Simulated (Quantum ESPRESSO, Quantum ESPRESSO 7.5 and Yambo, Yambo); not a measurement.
## Quasiparticle gap of TiO2 (Rutile) in Yambo

Aim: the G0W0 gap of TiO2 (Rutile) on PBE, step by step.

Main program and level: Quantum ESPRESSO 7.5 and Yambo 5.3.0; PBE and many-body steps on it, plane waves.

**Experimental background.**

- Gap 3.28 eV: optical bandgap after anatase to rutile transformation; spectroscopic ellipsometry; film (polycrystalline sol-gel film on Si(100), annealed at high temperature below 800 °C) (“Photocatalytic Performance of Sol-Gel Prepared TiO2 Thin Films Annealed at Various Temperatures”, 2023, pmc:10419699).

- Gap 3.09 ± 0.06 eV: optical gap from Tauc plot assuming indirect allowed transition; UV/vis diffuse reflectance, Kubelka-Munk and Tauc analysis; film (30 nm ALD shell on quartz particles, grown at 200 C, annealed in air at 500 C; rutile-rich with some anatase) on SiO2 (quartz particles) (“Defect-Mediated Crystallization of the Particulate TiO2 Photocatalyst Grown by Atomic Layer Deposition”, 2024, pmc:11726664).

- Gap 3.03 eV: experimental band gap, quoted; bulk crystal (quoted in “Polaron-induced phonon localization and stiffening in rutile TiO2”, 2016, arxiv:1612.05679).

- Gap 3.05 eV: band gap; bulk crystal (literature experimental value) (quoted in “Hydrogen related defects in titanium dioxide at the interface to palladium”, 2021, arxiv:2112.05953).

### 1. The structure

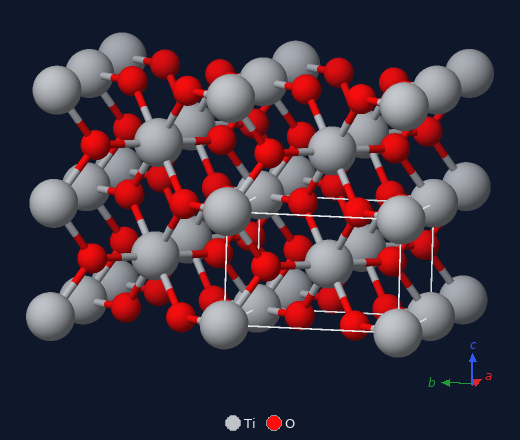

The cell as given, from a free direction (titanium light grey, oxygen red). 2×2×2 cells are drawn. Some periodic images of atoms are drawn too.

The cell and positions come from the Crystallography Open Database and are kept as given unless a step says otherwise.

### 2. Ground state

This step: Quantum ESPRESSO 7.5; DFT, PBE, plane waves, norm-conserving pseudopotentials.

The ground-state density comes first.

pw.in reads:

```
&control
  calculation = 'scf'
  prefix = 'x'
  outdir = 'o'
  pseudo_dir = 'pseudo'
/
&system
  ibrav = 0
  nat = 6
  ntyp = 2
  ecutwfc = 76.0
  nbnd = 31
  force_symmorphic = .true.
/
&electrons
  conv_thr = 1e-10
  electron_maxstep = 80
  mixing_beta = 0.5
/
ATOMIC_SPECIES
  Ti 47.867 Ti.upf
  O 15.999 O.upf
CELL_PARAMETERS angstrom
  4.5922000000 0.0000000000 0.0000000000
  0.0000000000 4.5922000000 0.0000000000
  0.0000000000 0.0000000000 2.9574000000
ATOMIC_POSITIONS crystal
  Ti 0.0000000000 0.0000000000 0.0000000000
  Ti 0.5000000000 0.5000000000 0.5000000000
  O 0.3049600000 0.3049600000 0.0000000000
  O 0.1950400000 0.8049600000 0.5000000000
  O 0.6950400000 0.6950400000 0.0000000000
  O 0.8049600000 0.1950400000 0.5000000000
K_POINTS automatic
  4 4 8 0 0 0
```

On the command line:

```sh
$ OMP_NUM_THREADS=1 mpirun -n 4 pw.x -nk 4 -in pw.in > pw.out
```

Log:

```text
Program PWSCF v.7.5 starts

     This program is part of the open-source Quantum ESPRESSO suite
     for quantum simulation of materials; please cite
         "P. Giannozzi et al., J. Phys.:Condens. Matter 21 395502 (2009);
         "P. Giannozzi et al., J. Phys.:Condens. Matter 29 465901 (2017);
         "P. Giannozzi et al., J. Chem. Phys. 152 154105 (2020);
     in publications or presentations arising from this work. More details at
     Message from routine setup:
     using ibrav=0 with symmetry is DISCOURAGED, use correct ibrav instead

     G-vector sticks info

     bravais-lattice index     =            0
     lattice parameter (alat)  =       8.6780  a.u.
     unit-cell volume          =     420.8703 (a.u.)^3
     number of atoms/cell      =            6
     number of atomic types    =            2
     number of electrons       =        48.00
     number of Kohn-Sham states=           31
     kinetic-energy cutoff     =      76.0000  Ry
     charge density cutoff     =     304.0000  Ry
     scf convergence threshold =      1.0E-10
     mixing beta               =       0.5000
     number of iterations used =            8  plain     mixing
     Exchange-correlation= PBE
                           (   1   4   3   4   0   0   0)

     celldm(1)=   8.678000  celldm(2)=   0.000000  celldm(3)=   0.000000
     celldm(4)=   0.000000  celldm(5)=   0.000000  celldm(6)=   0.000000

     crystal axes: (cart. coord. in units of alat)
               a(1) = (   1.000000   0.000000   0.000000 )
               a(2) = (   0.000000   1.000000   0.000000 )
               a(3) = (   0.000000   0.000000   0.644005 )

     reciprocal axes: (cart. coord. in units 2 pi/alat)
               b(1) = (  1.000000  0.000000  0.000000 )
               b(2) = (  0.000000  1.000000  0.000000 )
               b(3) = (  0.000000  0.000000  1.552783 )
     Pseudo is Norm-conserving + core correction, Zval = 12.0
     Generated using ONCVPSP code by D. R. Hamann
     Using radial grid of 1586 points,  6 beta functions with:
     Pseudo is Norm-conserving + core correction, Zval =  6.0
     Generated using ONCVPSP code by D. R. Hamann
     Using radial grid of  936 points,  5 beta functions with:
     Ti               12.00    47.86700     Ti( 1.00)
     O                 6.00    15.99900     O ( 1.00)

      8 Sym. Ops., with inversion, found

   Cartesian axes

     site n.     atom                  positions (alat units)
         1        Ti     tau(   1) = (   0.0000000   0.0000000   0.0000000  )
         2        Ti     tau(   2) = (   0.5000000   0.5000000   0.3220025  )
         3        O      tau(   3) = (   0.3049600   0.3049600   0.0000000  )
         4        O      tau(   4) = (   0.1950400   0.8049600   0.3220025  )
         5        O      tau(   5) = (   0.6950400   0.6950400   0.0000000  )
         6        O      tau(   6) = (   0.8049600   0.1950400   0.3220025  )

     number of k points=    35
                       cart. coord. in units 2pi/alat
        k(    1) = (   0.0000000   0.0000000   0.0000000), wk =   0.0156250
        k(    2) = (   0.0000000   0.0000000   0.1940979), wk =   0.0312500
        k(    3) = (   0.0000000   0.0000000   0.3881957), wk =   0.0312500
        k(    4) = (   0.0000000   0.0000000   0.5822936), wk =   0.0312500
        k(    5) = (   0.0000000   0.0000000  -0.7763914), wk =   0.0156250
        k(    6) = (   0.0000000   0.2500000   0.0000000), wk =   0.0625000
        k(    7) = (   0.0000000   0.2500000   0.1940979), wk =   0.1250000
        k(    8) = (   0.0000000   0.2500000   0.3881957), wk =   0.1250000
        k(    9) = (   0.0000000   0.2500000   0.5822936), wk =   0.1250000
        k(   10) = (   0.0000000   0.2500000  -0.7763914), wk =   0.0625000
     [... 23 further rows ...]
        k(   34) = (  -0.2500000   0.2500000  -0.5822936), wk =   0.0625000
        k(   35) = (  -0.2500000   0.2500000   0.7763914), wk =   0.0312500

     Dense  grid:    37691 G-vectors     FFT dimensions: (  50,  50,  32)

     Initial potential from superposition of free atoms

     starting charge      47.9968, renormalised to      48.0000
     Starting wfcs are   36 randomized atomic wfcs

     per-process dynamical memory:    47.7 Mb

     Self-consistent Calculation

     iteration #  1     ecut=    76.00 Ry     beta= 0.50

     total energy              =    -369.28023865 Ry
     estimated scf accuracy    <       2.81883910 Ry

     iteration #  2     ecut=    76.00 Ry     beta= 0.50

     total energy              =    -368.25273269 Ry
     estimated scf accuracy    <      11.32226986 Ry

     iteration #  3     ecut=    76.00 Ry     beta= 0.50

     total energy              =    -370.44347785 Ry
     estimated scf accuracy    <       0.30908036 Ry

     iteration #  4     ecut=    76.00 Ry     beta= 0.50

     total energy              =    -370.38238074 Ry
     estimated scf accuracy    <       0.22404090 Ry

     iteration #  5     ecut=    76.00 Ry     beta= 0.50

     total energy              =    -370.41654724 Ry
     estimated scf accuracy    <       0.00201927 Ry

     iteration #  6     ecut=    76.00 Ry     beta= 0.50

     total energy              =    -370.42011301 Ry
     estimated scf accuracy    <       0.01209194 Ry

     iteration #  7     ecut=    76.00 Ry     beta= 0.50

     total energy              =    -370.41948506 Ry
     estimated scf accuracy    <       0.00296726 Ry

     iteration #  8     ecut=    76.00 Ry     beta= 0.50

     total energy              =    -370.42029830 Ry
     estimated scf accuracy    <       0.00020565 Ry

     iteration #  9     ecut=    76.00 Ry     beta= 0.50

     total energy              =    -370.42029632 Ry
     estimated scf accuracy    <       0.00058515 Ry

     iteration # 10     ecut=    76.00 Ry     beta= 0.50

     total energy              =    -370.42018696 Ry
     estimated scf accuracy    <       0.00038669 Ry

     iteration # 11     ecut=    76.00 Ry     beta= 0.50

     total energy              =    -370.42022075 Ry
     estimated scf accuracy    <       0.00002003 Ry

     iteration # 12     ecut=    76.00 Ry     beta= 0.50

     total energy              =    -370.42023053 Ry
     estimated scf accuracy    <       0.00000438 Ry

     iteration # 13     ecut=    76.00 Ry     beta= 0.50

     total energy              =    -370.42022979 Ry
     estimated scf accuracy    <       0.00000265 Ry

     iteration # 14     ecut=    76.00 Ry     beta= 0.50

     total energy              =    -370.42023011 Ry
     estimated scf accuracy    <       0.00000009 Ry

     iteration # 15     ecut=    76.00 Ry     beta= 0.50

     total energy              =    -370.42023017 Ry
     estimated scf accuracy    <          5.4E-09 Ry

     iteration # 16     ecut=    76.00 Ry     beta= 0.50

     total energy              =    -370.42023017 Ry
     estimated scf accuracy    <          1.9E-09 Ry

     iteration # 17     ecut=    76.00 Ry     beta= 0.50

     End of self-consistent calculation

          k = 0.0000 0.0000 0.0000 (  4679 PWs)   bands (ev):

   -47.7023 -47.6851 -24.0363 -24.0363 -23.8700 -23.8700 -23.8280 -23.7939
    -8.9940  -7.8255  -7.0733  -7.0733   3.3904   3.8036   4.2574   5.3278
     5.3278   6.6120   6.6120   7.1748   8.4480   8.7088   8.7088   9.1604
    11.0770  11.3797  11.6136  11.7075  11.7075  13.6131  13.7822

          k = 0.0000 0.0000 0.1941 (  4675 PWs)   bands (ev):

   -47.6957 -47.6798 -24.0189 -24.0189 -23.8949 -23.8671 -23.8671 -23.8643
    -8.8310  -7.7327  -7.1511  -7.1511   3.6156   3.9739   4.4366   5.1672
     5.1672   6.7197   6.9173   6.9173   7.8315   8.4021   8.4021   9.0817
    11.4417  11.5143  11.5216  11.9046  11.9046  13.6550  13.8414

          k = 0.0000 0.0000 0.3882 (  4700 PWs)   bands (ev):

   -47.6795 -47.6672 -24.0528 -24.0310 -23.9749 -23.9749 -23.8618 -23.8618
    -8.4095  -7.5311  -7.3379  -7.3379   4.1898   4.3857   4.9603   5.0582
     5.0582   5.8345   6.7082   7.3832   7.3832   7.6794   7.6794   8.6971
    11.4326  11.7596  12.0349  12.3366  12.3366  13.2924  14.2960

          k = 0.0000 0.0000 0.5823 (  4696 PWs)   bands (ev):

     [... further k-points ...]

     highest occupied, lowest unoccupied level (ev):     9.1604   11.0770

!    total energy              =    -370.42023017 Ry
     estimated scf accuracy    <          3.5E-11 Ry

     The total energy is the sum of the following terms:
     one-electron contribution =    -123.11808317 Ry
     hartree contribution      =      85.41853301 Ry
     xc contribution           =     -68.33908681 Ry
     ewald contribution        =    -264.38159320 Ry

     convergence has been achieved in  17 iterations

     XML data file, charge density, pseudopotentials, collected wavefunctions

=------------------------------------------------------------------------------=
   JOB DONE.
=------------------------------------------------------------------------------=
```

Run time: 29 s. Hardware: 4 MPI ranks of Arm Neoverse V2, shared host; peak memory 0.37 GiB.

Numbers from this step:

| Quantity | Value |
| --- | --- |
| total energy | -5039.8240 eV |
| gap | 1.917 eV |
| k of the valence top | 0, 0, 0 |
| k of the conduction bottom | 0, 0, 0 |
| least direct gap | 1.917 eV |

The gap is direct, at Γ.

### 3. Bands along the symmetry lines

Levels along a band path, at the cheap level, show where the edges lie and whether the meshes to come will hold them.

pw.in reads:

```
&control
  calculation = 'bands'
  prefix = 'x'
  outdir = 'o'
  pseudo_dir = 'pseudo'
/
&system
  ibrav = 0
  nat = 6
  ntyp = 2
  ecutwfc = 76.0
  nbnd = 30
  force_symmorphic = .true.
/
&electrons
  conv_thr = 1e-9
  electron_maxstep = 80
  diago_full_acc = .true.
  diago_thr_init = 5e-6
/
ATOMIC_SPECIES
  Ti 47.867 Ti.upf
  O 15.999 O.upf
CELL_PARAMETERS angstrom
  4.5922000000 0.0000000000 0.0000000000
  0.0000000000 4.5922000000 0.0000000000
  0.0000000000 0.0000000000 2.9574000000
ATOMIC_POSITIONS crystal
  Ti 0.0000000000 0.0000000000 0.0000000000
  Ti 0.5000000000 0.5000000000 0.5000000000
  O 0.3049600000 0.3049600000 0.0000000000
  O 0.1950400000 0.8049600000 0.5000000000
  O 0.6950400000 0.6950400000 0.0000000000
  O 0.8049600000 0.1950400000 0.5000000000
K_POINTS crystal
  75
  0.00000000 0.00000000 0.00000000 1
  0.00000000 0.06250000 0.00000000 1
  0.00000000 0.12500000 0.00000000 1
  0.00000000 0.18750000 0.00000000 1
  0.00000000 0.25000000 0.00000000 1
  0.00000000 0.31250000 0.00000000 1
  0.00000000 0.37500000 0.00000000 1
  0.00000000 0.43750000 0.00000000 1
  0.00000000 0.50000000 0.00000000 1
  0.06250000 0.50000000 0.00000000 1
  0.12500000 0.50000000 0.00000000 1
  0.18750000 0.50000000 0.00000000 1
  0.25000000 0.50000000 0.00000000 1
  0.31250000 0.50000000 0.00000000 1
  0.37500000 0.50000000 0.00000000 1
  0.43750000 0.50000000 0.00000000 1
  0.50000000 0.50000000 0.00000000 1
  0.43750000 0.43750000 0.00000000 1
  0.37500000 0.37500000 0.00000000 1
  0.31250000 0.31250000 0.00000000 1
  0.25000000 0.25000000 0.00000000 1
  0.18750000 0.18750000 0.00000000 1
  0.12500000 0.12500000 0.00000000 1
  0.06250000 0.06250000 0.00000000 1
  0.00000000 0.00000000 0.00000000 1
  0.00000000 0.00000000 0.06250000 1
  0.00000000 0.00000000 0.12500000 1
  0.00000000 0.00000000 0.18750000 1
  0.00000000 0.00000000 0.25000000 1
  0.00000000 0.00000000 0.31250000 1
  0.00000000 0.00000000 0.37500000 1
  0.00000000 0.00000000 0.43750000 1
  0.00000000 0.00000000 0.50000000 1
  0.00000000 0.06250000 0.50000000 1
  0.00000000 0.12500000 0.50000000 1
  0.00000000 0.18750000 0.50000000 1
  0.00000000 0.25000000 0.50000000 1
  0.00000000 0.31250000 0.50000000 1
  0.00000000 0.37500000 0.50000000 1
  0.00000000 0.43750000 0.50000000 1
  0.00000000 0.50000000 0.50000000 1
  0.06250000 0.50000000 0.50000000 1
  0.12500000 0.50000000 0.50000000 1
  0.18750000 0.50000000 0.50000000 1
  0.25000000 0.50000000 0.50000000 1
  0.31250000 0.50000000 0.50000000 1
  0.37500000 0.50000000 0.50000000 1
  0.43750000 0.50000000 0.50000000 1
  0.50000000 0.50000000 0.50000000 1
  0.43750000 0.43750000 0.50000000 1
  0.37500000 0.37500000 0.50000000 1
  0.31250000 0.31250000 0.50000000 1
  0.25000000 0.25000000 0.50000000 1
  0.18750000 0.18750000 0.50000000 1
  0.12500000 0.12500000 0.50000000 1
  0.06250000 0.06250000 0.50000000 1
  0.00000000 0.00000000 0.50000000 1
  0.00000000 0.50000000 0.00000000 1
  0.00000000 0.50000000 0.06250000 1
  0.00000000 0.50000000 0.12500000 1
  0.00000000 0.50000000 0.18750000 1
  0.00000000 0.50000000 0.25000000 1
  0.00000000 0.50000000 0.31250000 1
  0.00000000 0.50000000 0.37500000 1
  0.00000000 0.50000000 0.43750000 1
  0.00000000 0.50000000 0.50000000 1
  0.50000000 0.50000000 0.00000000 1
  0.50000000 0.50000000 0.06250000 1
  0.50000000 0.50000000 0.12500000 1
  0.50000000 0.50000000 0.18750000 1
  0.50000000 0.50000000 0.25000000 1
  0.50000000 0.50000000 0.31250000 1
  0.50000000 0.50000000 0.37500000 1
  0.50000000 0.50000000 0.43750000 1
  0.50000000 0.50000000 0.50000000 1
```

Log:

```text
[banner, memory and clock lines left out]
Program PWSCF v.7.5 starts

     Atomic positions and unit cell read from directory:
     o/x.save/

     Message from routine setup:
     using ibrav=0 with symmetry is DISCOURAGED, use correct ibrav instead

     G-vector sticks info

     bravais-lattice index     =            0
     lattice parameter (alat)  =       8.6780  a.u.
     unit-cell volume          =     420.8703 (a.u.)^3
     number of atoms/cell      =            6
     number of atomic types    =            2
     number of electrons       =        48.00
     number of Kohn-Sham states=           30
     kinetic-energy cutoff     =      76.0000  Ry
     charge density cutoff     =     304.0000  Ry
     Exchange-correlation= PBE
                           (   1   4   3   4   0   0   0)

     celldm(1)=   8.678000  celldm(2)=   0.000000  celldm(3)=   0.000000
     celldm(4)=   0.000000  celldm(5)=   0.000000  celldm(6)=   0.000000

     crystal axes: (cart. coord. in units of alat)
               a(1) = (   1.000000   0.000000   0.000000 )
               a(2) = (   0.000000   1.000000   0.000000 )
               a(3) = (   0.000000   0.000000   0.644005 )

     reciprocal axes: (cart. coord. in units 2 pi/alat)
               b(1) = (  1.000000  0.000000  0.000000 )
               b(2) = (  0.000000  1.000000  0.000000 )
               b(3) = (  0.000000  0.000000  1.552783 )
     Pseudo is Norm-conserving + core correction, Zval = 12.0
     Generated using ONCVPSP code by D. R. Hamann
     Using radial grid of 1586 points,  6 beta functions with:
     Pseudo is Norm-conserving + core correction, Zval =  6.0
     Generated using ONCVPSP code by D. R. Hamann
     Using radial grid of  936 points,  5 beta functions with:
     Ti               12.00    47.86700     Ti( 1.00)
     O                 6.00    15.99900     O ( 1.00)

      8 Sym. Ops., with inversion, found

   Cartesian axes

     site n.     atom                  positions (alat units)
         1        Ti     tau(   1) = (   0.0000000   0.0000000   0.0000000  )
         2        Ti     tau(   2) = (   0.5000000   0.5000000   0.3220025  )
         3        O      tau(   3) = (   0.3049600   0.3049600   0.0000000  )
         4        O      tau(   4) = (   0.1950400   0.8049600   0.3220025  )
         5        O      tau(   5) = (   0.6950400   0.6950400   0.0000000  )
         6        O      tau(   6) = (   0.8049600   0.1950400   0.3220025  )

     number of k points=    75
                       cart. coord. in units 2pi/alat
        k(    1) = (   0.0000000   0.0000000   0.0000000), wk =   0.0266667
        k(    2) = (   0.0000000   0.0625000   0.0000000), wk =   0.0266667
        k(    3) = (   0.0000000   0.1250000   0.0000000), wk =   0.0266667
[...]
[... 63 further rows ...]
        k(   74) = (   0.5000000   0.5000000   0.6793425), wk =   0.0266667
        k(   75) = (   0.5000000   0.5000000   0.7763914), wk =   0.0266667

     Dense  grid:    37691 G-vectors     FFT dimensions: (  50,  50,  32)

     The potential is recalculated from file :
     o/x.save/charge-density

     Starting wfcs are   36 randomized atomic wfcs

     Band Structure Calculation

     End of band structure calculation

          k = 0.0000 0.0000 0.0000 (  4679 PWs)   bands (ev):

   -47.7022 -47.6850 -24.0362 -24.0362 -23.8699 -23.8699 -23.8280 -23.7939
    -8.9940  -7.8255  -7.0733  -7.0733   3.3904   3.8036   4.2574   5.3279
     5.3279   6.6120   6.6120   7.1748   8.4480   8.7088   8.7089   9.1605
    11.0771  11.3797  11.6137  11.7076  11.7076  13.6134

          k = 0.0000 0.0625 0.0000 (  4690 PWs)   bands (ev):

[...]
11.1008  11.4130  11.6443  11.7237  11.7312  13.6423

          k = 0.0000 0.1250 0.0000 (  4702 PWs)   bands (ev):

[...]
11.1667  11.4986  11.7301  11.7702  11.7970  13.7072

[...]
k = 0.5000 0.5000 0.6793 (  4708 PWs)   bands (ev):

[...]
11.8508  11.8508  12.3829  12.3830  12.3999  12.3999

          k = 0.5000 0.5000 0.7764 (  4688 PWs)   bands (ev):

[...]
-7.6922  -7.6922  -7.4037  -7.4037   4.4472   4.4472   4.5989   4.5989
     5.6293   5.6293   6.4380   6.4380   7.8867   7.8867   8.4839   8.4839
    11.7933  11.7933  12.4209  12.4209  12.4255  12.4255

     XML data file, pseudopotentials, collected wavefunctions
```

The job ended after 10 s (4 MPI ranks; peak memory 0.27 GiB; 41 s of CPU time).

Numbers from this step:

* gap: 1.917 eV
* k of the valence top: 0, 0, 0
* k of the conduction bottom: 0, 0, 0
* least direct gap: 1.917 eV

The gap is 1.917 eV, as in the run before at this level.

Electronic bands along the path, in eV, zero at the top of the highest filled band:

```tsv
point	band 21	band 22	band 23	band 24	band 25	band 26	band 27	band 28
Γ	-0.71	-0.45	-0.45	0.00	1.92	2.22	2.45	2.55
X	-1.64	-1.64	-0.74	-0.74	2.59	2.59	3.06	3.06
M	-1.31	-1.31	-1.06	-1.06	1.96	1.96	2.57	2.57
Γ	-0.71	-0.45	-0.45	0.00	1.92	2.22	2.45	2.55
Z	-2.35	-2.35	-1.42	-1.42	3.01	3.01	3.21	3.21
R	-2.04	-2.04	-1.03	-1.03	1.95	1.95	3.24	3.24
A	-1.27	-1.27	-0.68	-0.68	2.63	2.63	3.26	3.26
Z	-2.35	-2.35	-1.42	-1.42	3.01	3.01	3.21	3.21
jump to X	-1.64	-1.64	-0.74	-0.74	2.59	2.59	3.06	3.06
R	-2.04	-2.04	-1.03	-1.03	1.95	1.95	3.24	3.24
jump to M	-1.31	-1.31	-1.06	-1.06	1.96	1.96	2.57	2.57
A	-1.27	-1.27	-0.68	-0.68	2.63	2.63	3.26	3.26
```

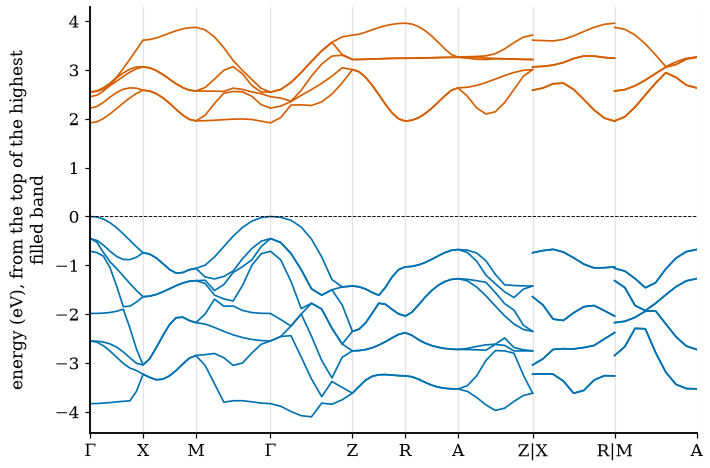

Electronic bands along the path; lines of filled and empty bands in two colours.

(Part 1 of 3 ends here.)

[Paths, hosts, dates, memory and timing lines, banners, echoed tables and standing remarks are left out of the program output.]

[Logs are printed without paths, hosts, clocks, repeated set-up lines and the standing remarks that a program may print on its own settings, such as how far it seeks lower states.]

[Runs of the session that timed out or met a known fault of the program may be left out.]

[Hosts, paths, dates, database ids (printed as entryN), source tags and the programs' standing remarks are cut or masked in the printed files.]
